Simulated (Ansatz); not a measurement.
# BH3S2 (SMILES SBS) at CAM-B3LYP/aug-cc-pVDZ

Aim: the electronic atomisation energy of BH3S2 at CAM-B3LYP/aug-cc-pVDZ, from 4 runs. 

The calculation is run with Ansatz 0.2.0.

37 further runs of the same task are left out: 2 that didn't finish, 35 set aside as unsound or not needed. Runs told in other sessions of the task aren't counted.

**1. The structure to begin with**

The species is BH3S2 (6 atoms), meant as a singlet with charge 0. SMILES: `SBS`. The shape is that of a PBE0-D4/def2-TZVP optimisation. This is one conformer, not always the lowest.

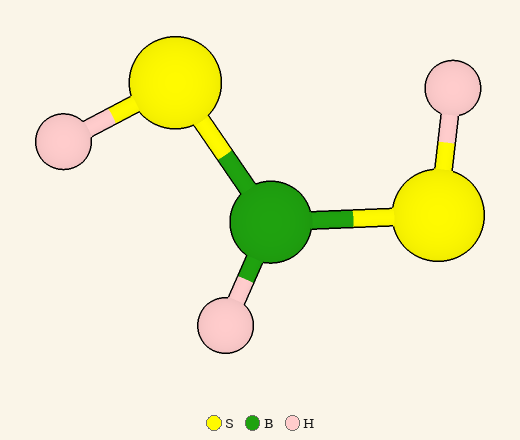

Viewed from a chosen angle; sulfur yellow, boron green, hydrogen pink.

**2. The energy at CAM-B3LYP/aug-cc-pVDZ**

Input file in.yaml:

```yaml
crystal:
  periodic: [false, false, false]
  atoms:
    - {symbol: S, position_ang: [-0.819900, -0.605200, -1.516500]}
    - {symbol: B, position_ang: [0.091400, -0.453600, 0.008900]}
    - {symbol: S, position_ang: [0.333100, 1.114800, 0.829800]}
    - {symbol: H, position_ang: [-1.145600, 0.688100, -1.694600]}
    - {symbol: H, position_ang: [0.535500, -1.462200, 0.457500]}
    - {symbol: H, position_ang: [1.047600, 0.654100, 1.868800]}
basis:
  gaussian: {orbitals: aug-cc-pVDZ}
output: {orbitals: {seedname: orbitals}}
hamiltonian: {xc: {name: CAM-B3LYP}}
accuracy: high
```

Run with:

```bash
$ ansatz run in.yaml --threads 1 --pin off --max-ram 2610MiB --events-out events.jsonl --progress --plain --runs-dir runs
```

The program printed:

```text
Warning: RAYON_NUM_THREADS=1 ignored (pool sized by the plan → 1); use --threads N
Functional definition: CAM-B3LYP
  name "CAM-B3LYP"
  parameter alpha = 0.19
  parameter beta = 0.46
  parameter omega = 0.33/bohr
  parameter ac = 0.81
  exchange = (1 - alpha - beta)*b88_x + beta*b88_x_sr(omega) + alpha*exact_x + beta*exact_x_lr(omega)
  correlation = (1 - ac)*vwn5_c + ac*lyp_c
2086 factors; integrals over basis functions are off by at most 3.4e-9 eV
564 factors; integrals over basis functions are off by at most 2.4e-9 eV
mean field evaluation 1: about -22396.4376 eV, gradient 1.7e1 eV
mean field evaluation 2: about -22397.0023 eV, gradient 1.3e1 eV
mean field evaluation 4: about -22397.5006 eV, gradient 7.7e-1 eV
mean field evaluation 8: about -22397.5731 eV, gradient 3.9e-2 eV
mean field evaluation 16: about -22397.5731 eV, gradient 1.2e-5 eV
mean field -22397.57314757 eV, -823.0956315528 hartree, gradient 9.8e-9 eV, S^2 0.000000; 0 other end points of the search recorded, 0 dependent functions left out
reference -22397.57316801 eV, -823.0956323039 hartree; 20, 20 occupied and 84, 84 virtual orbitals, 2086 factors
Total energy: -22397.57316801 eV, -823.0956323039 hartree
```

Run time: 17 s. Hardware: 1 thread of Arm Neoverse N1, shared host; peak memory 0.41 GiB.

**3. The B atom at the same level**

Input file run.yaml:

```yaml
crystal:
  periodic: [false, false, false]
  atoms:
    - {symbol: B, position_ang: [0.000000, 0.000000, 0.000000]}
basis:
  gaussian:
    orbitals: aug-cc-pVDZ
magnetization:
  spin_polarized: true
  initial_magnetization: 1
hamiltonian:
  xc: {name: CAM-B3LYP}
accuracy: high
```

Run the same way, it converges to -24.63825 Eh (log not shown).

**4. The H atom**

Input file input.yaml:

```yaml
crystal:
  periodic: [false, false, false]
  atoms:
    - {symbol: H, position_ang: [0.000000, 0.000000, 0.000000]}
basis:
  gaussian:
    orbitals: aug-cc-pVDZ
magnetization:
  spin_polarized: true
  initial_magnetization: 1
hamiltonian:
  xc: {name: CAM-B3LYP}
accuracy: high
```

Run the same way, it converges to -0.49832 Eh (log not shown).

**5. The S atom, same level**

Input file run.yaml:

```yaml
crystal:
  periodic: [false, false, false]
  atoms:
    - {symbol: S, position_ang: [0.000000, 0.000000, 0.000000]}
basis:
  gaussian:
    orbitals: aug-cc-pVDZ
total_charge: 0
magnetization:
  spin_polarized: true
  initial_magnetization: 2
hamiltonian:
  xc: {name: CAM-B3LYP}
accuracy: high
```

Run the same way, it converges to -398.12220 Eh (log not shown).

**6. Summary of results**

At CAM-B3LYP/aug-cc-pVDZ:

```
                     quantity          value
       molecule: total energy  -823.09563 Eh
        molecule: HOMO energy       -8.85 eV
        molecule: LUMO energy        0.13 eV
      molecule: HOMO–LUMO gap        8.98 eV
         B atom: total energy   -24.63825 Eh
                 B atom: ⟨S²⟩          0.754
         H atom: total energy    -0.49832 Eh
                 H atom: ⟨S²⟩          0.750
         S atom: total energy  -398.12220 Eh
                 S atom: ⟨S²⟩          2.003
electronic atomisation energy      19.539 eV
```

**Reading.** Taking the molecule apart into free atoms costs 19.54 eV (451 kcal/mol), before zero-point energy and without spin-orbit coupling.
